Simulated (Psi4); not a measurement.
**SnH3O (SMILES [OH][SnH2]): UPBE/def2-TZVP (core potential)**

What is the vertical ionisation energy of SnH3O at UPBE/def2-TZVP (core potential)? The job is set up through a Python script.

The results are computed with Psi4 1.11.

1 further run of the same task is left out (set aside as unsound or not needed).

## (1) The molecule

The species is SnH3O (5 atoms), meant as a doublet with charge 0. As SMILES, `[OH][SnH2]`. The shape is that of a PBE0-D4/def2-TZVP optimisation. This is one conformer, not always the lowest.

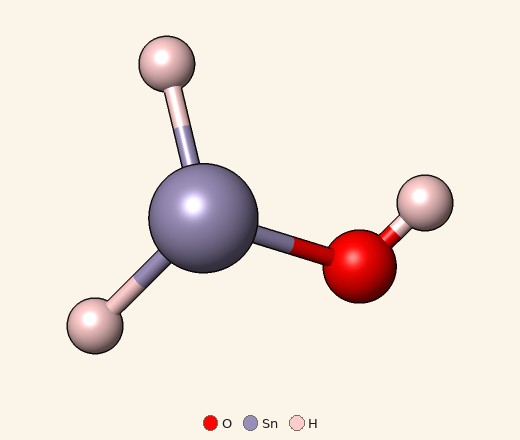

The structure, seen from a chosen angle (oxygen red, tin purple, hydrogen pink).

## (2) Energy and forces at UPBE/def2-TZVP (core potential)

Input file job.py:

```python
import psi4

psi4.set_memory('1600 MB')
psi4.set_num_threads(1)
psi4.set_output_file('psi4.out', False)

m = psi4.geometry("""
0 2
O      0.707400    -0.732900     0.861900
Sn     0.104500     0.308800    -0.705500
H      0.368600    -1.631300     0.873200
H     -1.606800     0.061300    -0.845900
H      0.476300     1.920400    -0.224900
units angstrom
symmetry c1
""")

psi4.set_options({
    'basis': 'def2-TZVP',
    'reference': 'uks',
    'puream': True,
    'e_convergence': 1e-09,
    'd_convergence': 1e-08,
    'scf_type': 'pk',
    'dft_radial_points': 99,
    'dft_spherical_points': 590,
    'maxiter': 200,
})

result, w = psi4.gradient("pbe", molecule=m, return_wfn=True)
psi4.oeprop(w, "QUADRUPOLE", "MULLIKEN_CHARGES", "DIPOLE")
print('gradient / Eh bohr^-1')
print(result.np.round(6))
print(f'energy = {w.energy():.10f} Eh')
```

The run is started by

```sh
python job.py
```

psi4.out (excerpt; [...] marks lines left out):

```text
[...]
    !!!  WARNING: ECP capability is in beta. Please check occupations closely.  !!!
[...]
  Running in c1 symmetry.
[...]
  Nuclear repulsion =   73.023538425356065
[...]
  Multiplicity = 2
[...]
  Nalpha       = 17
  Nbeta        = 16
[...]
    Number of basis functions: 99
[...]
 WARNING: Atomic UHF is not converging! Try casting from a smaller basis or call Rob at CCMST.
   -------------------------
[...]
   @UKS iter   1:  -290.83330931018764   -9.12371e-01   1.02868e-02 DIIS/ADIIS
[...]
   @UKS iter  14:  -291.24187783264244   -7.16227e-12   7.97345e-09 DIIS
[...]
   @S^2 Observed:                7.514804693E-01
[...]
    Orbital Energies [Eh]
    ---------------------
    Alpha Occupied:
       1A    -18.744724     2A     -4.897355     3A     -3.279846
       4A     -3.277209     5A     -3.275559     6A     -0.960603
       7A     -0.943229     8A     -0.942392     9A     -0.939783
      10A     -0.939277    11A     -0.870630    12A     -0.477530
      13A     -0.393825    14A     -0.308150    15A     -0.291608
      16A     -0.268295    17A     -0.185099
    Alpha Virtual:
      18A     -0.050408    19A     -0.004157    20A      0.010846
      21A      0.047818    22A      0.074781    23A      0.076607
      24A      0.107733    25A      0.139159    26A      0.162038
[...]
  @UKS Final Energy:  -291.24187783264244
   => Energetics <=
    Nuclear Repulsion Energy =             73.0235384253560653
    One-Electron Energy =                -627.3780207301510927
    Two-Electron Energy =                 290.7562050611197719
    DFT Exchange-Correlation Energy =     -27.6436005889671641
    Empirical Dispersion Energy =           0.0000000000000000
    VV10 Nonlocal Energy =                  0.0000000000000000
    Total Energy =                       -291.2418778326424444
[...]
  -Total Gradient:
     Atom            X                  Y                   Z
    ------   -----------------  -----------------  -----------------
       1       -0.007923990279    -0.005449962980    -0.009366538009
       2       -0.000343553834    -0.001585972865     0.010939404558
       3        0.004413643506     0.010594326378     0.000232285088
       4        0.004661665710     0.000454398389     0.000115389983
       5       -0.000804173544    -0.004014564178    -0.001917608070
[...]
 Multipole Moments:
 ------------------------------------------------------------------------------------
     Multipole            Electronic (a.u.)      Nuclear  (a.u.)        Total (a.u.)
 ------------------------------------------------------------------------------------
 L = 1.  Multiply by 2.5417464519 to convert [e a0] to [Debye]
 Dipole X            :         -3.5234750            3.2399778           -0.2834972
 Dipole Y            :          8.8352160           -9.0966471           -0.2614311
 Dipole Z            :        -15.6688837           15.1996945           -0.4691892
 Magnitude           :                                                    0.6073346
 L = 2.  Multiply by 1.3450342976 to convert [e a0^2] to [Debye ang]
 Quadrupole XX       :        -45.6652172           20.3832128          -25.2820045
 Quadrupole XY       :         13.9651659          -13.3993727            0.5657932
[...]
  Mulliken Charges: (a.u.)
   Center  Symbol    Alpha    Beta     Spin     Total
       1     O     4.35829  4.24687  0.11142 -0.60516
       2    SN    11.12431 10.44973  0.67458  0.42596
       3     H     0.34953  0.35082 -0.00129  0.29965
       4     H     0.59054  0.47604  0.11451 -0.06658
       5     H     0.57733  0.47655  0.10078 -0.05387
   Total alpha = 17.00000, Total beta = 16.00000, Total charge = -0.00000
```

Standard output:

```text
gradient / Eh bohr^-1
[[-0.007924 -0.00545  -0.009367]
 [-0.000344 -0.001586  0.010939]
 [ 0.004414  0.010594  0.000232]
 [ 0.004662  0.000454  0.000115]
 [-0.000804 -0.004015 -0.001918]]
energy = -291.2418778326 Eh
```

Wall time 27 s (1 thread of AMD EPYC 9R45 (Zen 5), shared host); peak memory 0.74 GiB.

## (3) The singlet cation

Input file run.py:

```python
import psi4

psi4.set_memory(1600000000)
psi4.set_num_threads(1)
psi4.set_output_file('psi4.out', False)

m = psi4.geometry("""
1 1
O
Sn 1 1.976201
H 1 0.960227 2 113.25808
H 2 1.734796 1 106.85405 3 47.40767
H 2 1.722343 4 111.65537 1 -110.60594
symmetry c1
no_reorient
no_com
""")

psi4.set_options({
    'basis': 'def2-TZVP',
    'puream': True,
    'e_convergence': 1e-09,
    'd_convergence': 1e-08,
    'scf_type': 'pk',
    'dft_radial_points': 99,
    'dft_spherical_points': 590,
})

e_tot, wfn = psi4.gradient('pbe', return_wfn=True)
psi4.oeprop(wfn, 'WIBERG_LOWDIN_INDICES', 'MAYER_INDICES', 'DIPOLE', title='PBE')
print('gradient / Eh bohr^-1')
print(e_tot.np.round(6))
print(f'energy = {wfn.energy():.10f} Eh')
for k, v in sorted(psi4.core.scalar_variables().items()):
    print(f'{k:45s} {v:18.10f}')
```

The run is started by

```sh
python run.py
```

psi4.out (excerpt; [...] marks lines left out):

```text
[...]
    !!!  WARNING: ECP capability is in beta. Please check occupations closely.  !!!
[...]
  Running in c1 symmetry.
[...]
  Nuclear repulsion =   73.023535301535176
[...]
  Multiplicity = 1
[...]
  Nalpha       = 16
  Nbeta        = 16
[...]
    Number of basis functions: 99
[...]
 WARNING: Atomic UHF is not converging! Try casting from a smaller basis or call Rob at CCMST.
   -------------------------
[...]
   @RKS iter   1:  -290.63755377740245   -7.01286e-01   9.21234e-03 ADIIS/DIIS
[...]
   @RKS iter  14:  -290.94110614852406   -6.25278e-13   1.19031e-09 DIIS
[...]
  @RKS Final Energy:  -290.94110614852406
   => Energetics <=
    Nuclear Repulsion Energy =             73.0235353015351762
    One-Electron Energy =                -618.7124308718690600
    Two-Electron Energy =                 282.0996613619623758
    DFT Exchange-Correlation Energy =     -27.3518719401525203
    Empirical Dispersion Energy =           0.0000000000000000
    VV10 Nonlocal Energy =                  0.0000000000000000
    Total Energy =                       -290.9411061485240566
[...]
  -Total Gradient:
     Atom            X                  Y                   Z
    ------   -----------------  -----------------  -----------------
       1       -0.011028897835     0.013063719061    -0.025518835407
       2        0.037983104681     0.011153428431     0.022763271771
       3        0.000911012627    -0.017237418833     0.011621565077
       4       -0.012952217146    -0.009496380406    -0.005009353412
       5       -0.014910027307     0.002515630199    -0.003860124038
[...]
 Multipole Moments:
 ------------------------------------------------------------------------------------
     Multipole            Electronic (a.u.)      Nuclear  (a.u.)        Total (a.u.)
 ------------------------------------------------------------------------------------
 L = 1.  Multiply by 2.5417464519 to convert [e a0] to [Debye]
 Dipole X            :          2.5715802           -2.3978440            0.1737362
 Dipole Y            :          0.0540936            0.5469512            0.6010448
 Dipole Z            :         18.3576448          -17.8389568            0.5186880
 Magnitude           :                                                    0.8126969
[...]
```

On the terminal:

```text
gradient / Eh bohr^-1
[[-0.011029  0.013064 -0.025519]
 [ 0.037983  0.011153  0.022763]
 [ 0.000911 -0.017237  0.011622]
 [-0.012952 -0.009496 -0.005009]
 [-0.01491   0.002516 -0.00386 ]]
energy = -290.9411061485 Eh
CURRENT ENERGY                                   -290.9411061485
CURRENT REFERENCE ENERGY                         -290.9411061485
DD SOLVATION ENERGY                                 0.0000000000
DFT FUNCTIONAL TOTAL ENERGY                      -290.9411061485
DFT TOTAL ENERGY                                 -290.9411061485
DFT VV10 ENERGY                                     0.0000000000
DFT XC ENERGY                                     -27.3518719402
GRID ELECTRONS ALPHA                               16.0000000072
GRID ELECTRONS BETA                                16.0000000072
GRID ELECTRONS TOTAL                               32.0000000145
NUCLEAR REPULSION ENERGY                           73.0235353015
ONE-ELECTRON ENERGY                              -618.7124308719
PCM POLARIZATION ENERGY                             0.0000000000
PE ENERGY                                           0.0000000000
SCF ITERATION ENERGY                             -290.9411061485
SCF ITERATIONS                                     14.0000000000
SCF TOTAL ENERGY                                 -290.9411061485
TWO-ELECTRON ENERGY                               282.0996613620
XC GRID RADIAL POINTS                              99.0000000000
XC GRID SPHERICAL POINTS                          590.0000000000
XC GRID TOTAL POINTS                           280517.0000000000
```

Wall time 19 s (1 thread of AMD EPYC 9R45 (Zen 5), shared host); peak memory 0.73 GiB.

## (4) Summary of results

Level: UPBE/def2-TZVP (core potential).

| quantity | value |
| --- | --- |
| doublet SnH3O: total energy | -291.24188 Eh |
| doublet SnH3O: dipole moment | 1.54 D |
| doublet SnH3O: HOMO energy (highest over α and β) | -5.04 eV |
| doublet SnH3O: LUMO energy (lowest over α and β) | -4.00 eV |
| doublet SnH3O: ⟨S²⟩ | 0.751 |
| doublet SnH3O: largest force on an atom | 0.690 eV/Å |
| singlet cation: total energy | -290.94111 Eh |
| singlet cation: HOMO energy | -13.68 eV |
| singlet cation: LUMO energy | -11.33 eV |
| singlet cation: HOMO–LUMO gap | 2.36 eV |
| singlet cation: largest force on an atom | 2.348 eV/Å |
| vertical ionisation energy (to the singlet cation) | 8.184 eV |

What this shows: Removing an electron at fixed nuclei costs 8.18 eV (790 kJ/mol). The largest force (doublet SnH3O) is 0.69 eV/Å: the shape isn't a stationary point for this species at this level. Only the singlet of the ionised species was computed; a triplet could lie lower. Mulliken charges (doublet SnH3O) run from -0.61 on O1 to +0.43 on Sn2.
